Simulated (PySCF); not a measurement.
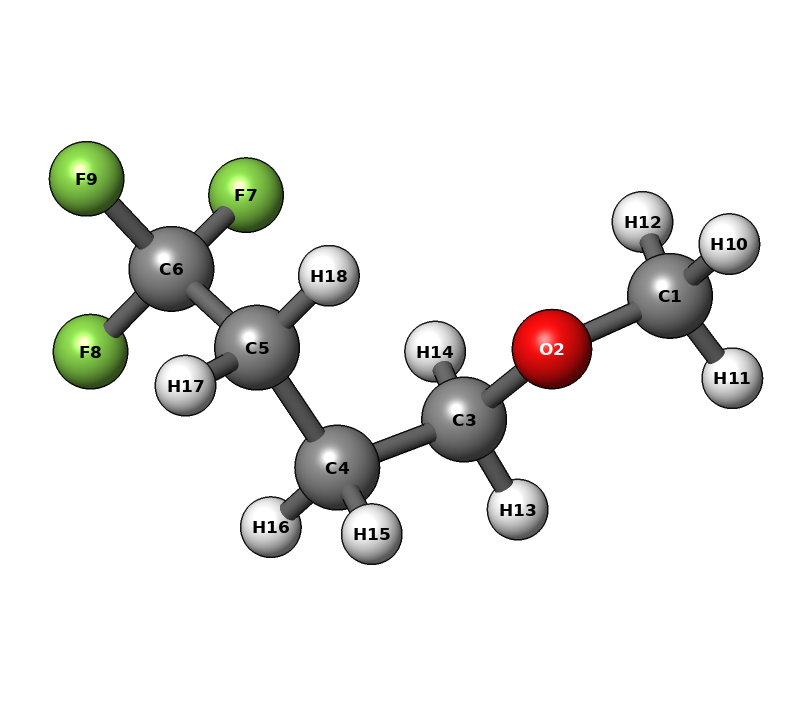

Every bond is drawn as one stick. Computed geometry: GFN2-xTB optimisation. No frequency run is at hand to confirm it as a minimum. Level of theory: PBE0/pcSseg-1 (PySCF 2.14.0).

List the Mayer bond orders of C1–O2, O2–C3, C3–C4, C4–C5, C5–C6, C6–F7, C6–F8, C6–F9 (bonds between heavy atoms, one of each equivalent set).

```
 bond  Mayer order  length (Å)
C1–O2         0.93       1.403
O2–C3         0.91       1.411
C3–C4         1.05       1.527
C4–C5         1.03       1.531
C5–C6         1.02       1.515
C6–F7         0.99       1.341
C6–F8         0.99       1.344
C6–F9         0.99       1.345
```
